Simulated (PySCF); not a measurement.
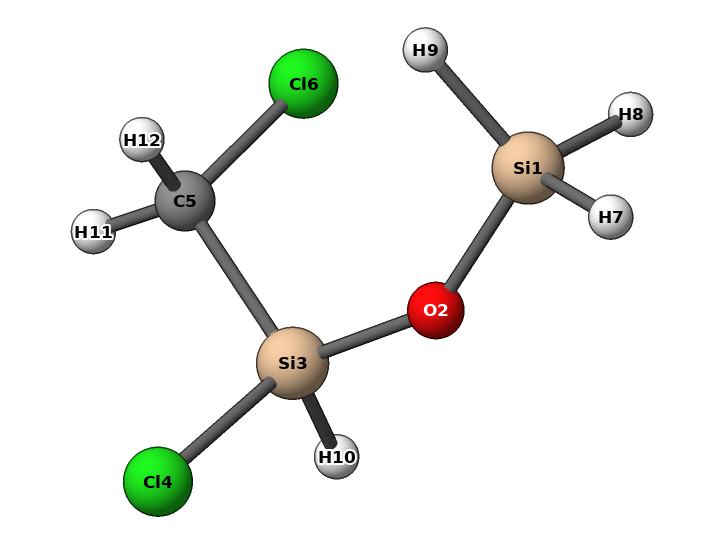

The questions are on isotropic NMR shieldings of the Si atoms. Computed geometry: PBE0-D3(BJ)/def2-SVP optimisation. No frequency run is at hand to confirm it as a minimum. Method: GIAO PBE0/cc-pVDZ NMR shielding, non-relativistic, gas phase (PySCF 2.14.0).

Give the isotropic NMR shieldings of the Si atoms atom by atom.

```json
{"atom": "Si1", "σ (ppm)": "449.7"}
{"atom": "Si3", "σ (ppm)": "429.3"}
```
